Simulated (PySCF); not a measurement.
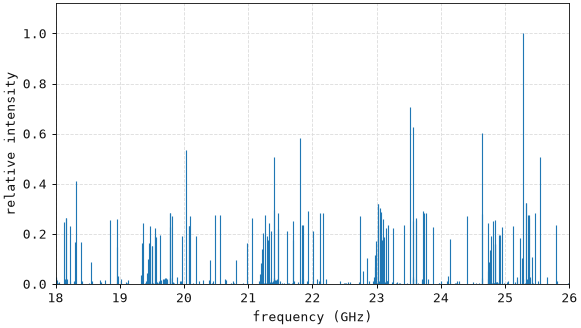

C₇H₅F₃O, SMILES FC1=C(C(F)F)[C@@H]2C=C[C@H]1O2. Simulated rotational absorption lines between 18 and 26 GHz at 5 K: rigid rotor with the equilibrium constants and dipole of one optimised conformer (PBE0-D3(BJ)/def2-SVP, PySCF), commonest isotopes; no centrifugal distortion, hyperfine structure, internal rotation or nuclear-spin weights; lines within 1 MHz of each other are summed.

**What are the rotational constants, and what kind of rotor is it?**

Rotational constants A, B, C = 1.741, 0.9509, 0.8090 GHz; Ray's κ = −0.70, an asymmetric top on the prolate side.

**Which dipole components drive the lines?**

|μa|, |μb|, |μc| = 1.50, 0.45, 1.49 D; a-type lines carry 57 % of the intensity in this range.

Note: coarse grid, loose stop and no frequency check, small forces are noise and the end may be a saddle.
